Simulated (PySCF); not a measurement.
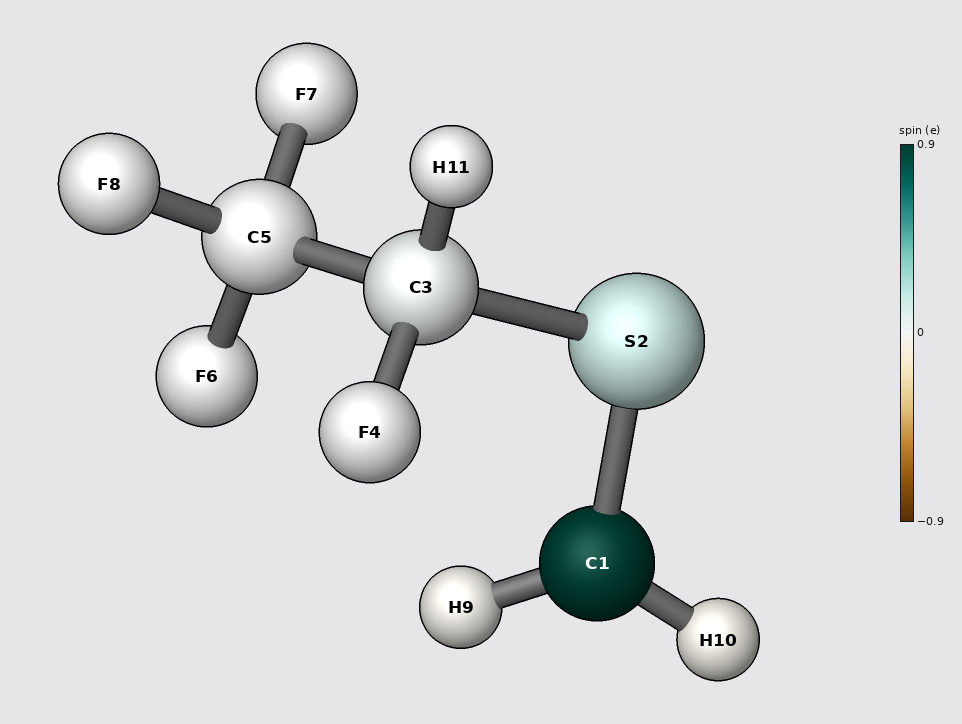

Atoms are coloured by their Mulliken spin populations. Charge 0, doublet. Computed geometry: GFN2-xTB optimisation. No frequency run is at hand to confirm it as a minimum. Properties computed with UKS B3LYP, pcH-1 on C F H S, non-relativistic (PySCF 2.14.0).

List the Mulliken spin populations.

```json
{"atom": "C1", "value (e)": "0.88"}
{"atom": "S2", "value (e)": "0.15"}
{"atom": "C3", "value (e)": "0.02"}
{"atom": "F4", "value (e)": "0.00"}
{"atom": "C5", "value (e)": "0.00"}
{"atom": "F6", "value (e)": "0.00"}
{"atom": "F7", "value (e)": "0.00"}
{"atom": "F8", "value (e)": "0.00"}
{"atom": "H9", "value (e)": "−0.03"}
{"atom": "H10", "value (e)": "−0.04"}
{"atom": "H11", "value (e)": "0.00"}
```

Mulliken values depend strongly on the basis set.
